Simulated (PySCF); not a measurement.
System: C₅H₃FO₃S (charge +1, doublet).

```xyz
13

O     2.6894   -0.3893   -1.1731
C     2.6435    0.2024   -0.1518
O     1.4793    0.4758    0.5346
C     0.2796    0.1861    0.0578
C    -0.0774   -0.3730   -1.1427
S    -1.7388   -0.6622   -1.3695
C    -2.1136   -0.2874    0.3931
F    -3.2437    0.4141    0.4962
C    -0.8795    0.4774    0.9682
O    -0.8935    1.1279    1.9541
H     3.4738    0.6298    0.4231
H     0.6142   -0.5674   -1.9534
H    -2.2377   -1.2336    0.9456
```

Geometry: GFN2-xTB.

Computed with UKS B3LYP, pcH-1 on C F H O S, non-relativistic, mean-field spin-orbit, GIAO in PySCF.

What can the converged electron density, electron localisation function and spin density tell about the bonding?

C–O (1.18 Å): ρ is about 3.5 e/Å³ halfway; the ELF peaks at about 0.85 between the atoms: a multiple bond.
C–C (1.37 Å): ρ is about 2.2 e/Å³ halfway; the ELF peaks at about 0.95 between the atoms, as expected for localised, covalent bonding.
C–S (1.70 Å): the density is about 1.5 e/Å³ at the midpoint; the ELF peaks at about 0.90 between the atoms; a covalent bond.
C–H (1.08 Å): ρ at the midpoint is about 2.1 e/Å³; the ELF climbs to about 1 towards the hydrogen, as it does in any bond to H (an ordinary covalent bond to hydrogen).
The unpaired spin (1 electron) lies mostly on S6 (about 0.4), C4 (about 0.2), O3 (about 0.1), O10 (about 0.1) and C5 (about 0.1), in electrons by Hirshfeld's partition.

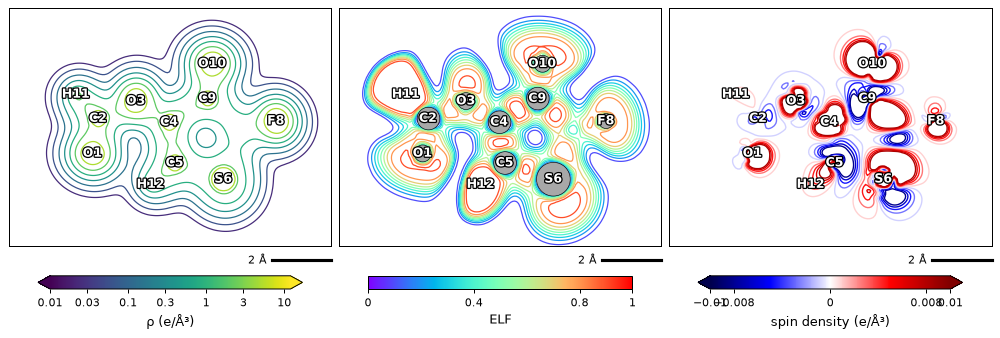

Computed electron density, electron localisation function and spin density on the plane of atoms C2, O3 and C4, in this order. Grey discs cover the atomic cores in the ELF map. 
